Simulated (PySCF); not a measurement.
**C$_{3}$H$_{10}$N$_{2}$Si (SMILES C[SiH]1NCCN1): density, localisation and related maps**

The calculation's input:

```
{"job": {"kind": "nmr", "xc": "PBE0", "basis": "pcSseg-1"}, "charge": 0, "multiplicity": 1}
C      2.399841     0.296122    -0.327316
Si     0.740315    -0.610328    -0.248562
N     -0.080414    -0.243104     1.223015
C     -1.502916    -0.138829     0.984552
C     -1.648479     0.491053    -0.399499
N     -0.580412    -0.057273    -1.206313
H      2.312295     1.353965    -0.101961
H      2.827201     0.198470    -1.319180
H      3.106166    -0.136408     0.372104
H      0.920063    -2.038469    -0.569275
H      0.149536    -0.668547     2.105526
H     -1.988356    -1.124514     0.989578
H     -1.975447     0.483400     1.750705
H     -2.622638     0.246681    -0.836843
H     -1.573489     1.583917    -0.317486
H     -0.490865     0.372809    -2.110456
```

Run with:

```sh
OMP_NUM_THREADS=1 python probes_run.py task.json out
```

Geometry: GFN2-xTB.

Theory: PBE0/pcSseg-1, SCF density, gas phase, non-relativistic (PySCF 2.14.0).

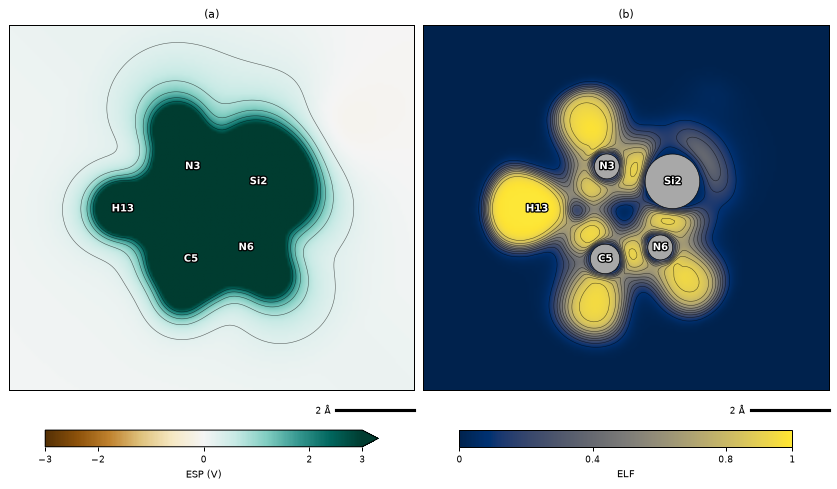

Figure 1. (a) molecular electrostatic potential; (b) ELF on the plane of atoms N3, Si2 and N6. Grey discs cover the atomic cores in the ELF map.

Question: What does the map show?

Answer: The section cuts through Si, N, C and H sites.
C–N (1.45 Å): the ELF peaks at about 0.90 between the atoms, as expected for a shared electron pair.
Si–N (1.72 Å): the ELF peaks at about 0.90 between the atoms: a polar covalent bond.
The potential has no marked negative region in this plane.

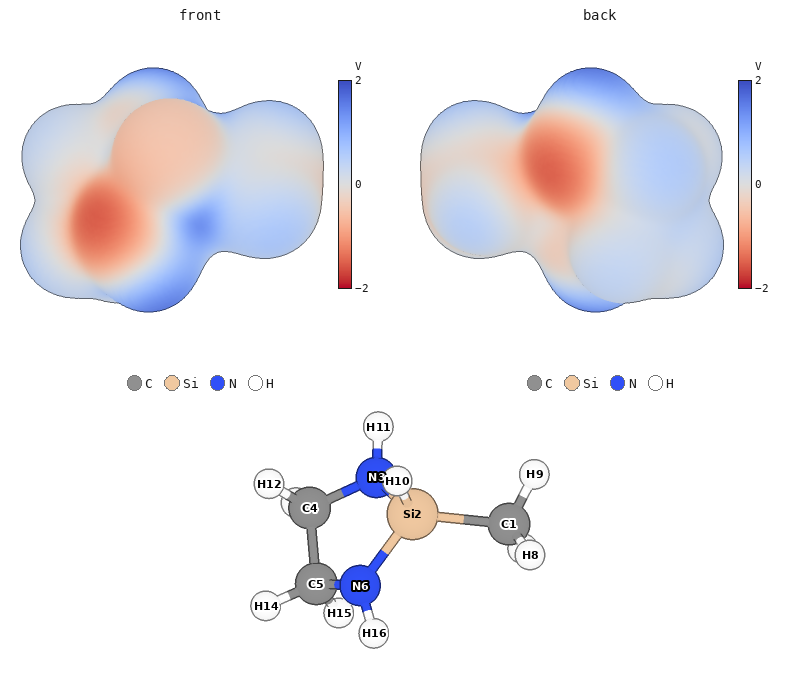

Figure 2. The molecular electrostatic potential painted on the density surface at 0.002 e/bohr³, seen from the front and from behind; the colour scale runs from red (negative) to blue (positive). The bare structure is drawn below in the same view.

Question: Where is the surface potential most negative and most positive?

Answer: The most negative region (about −1.5 V) lies over N3 and N6, the most positive (about +1.4 V) over H11 and H16.

Question: How polar is the molecule by this calculation?

Answer: Its dipole moment is 0.62 D.
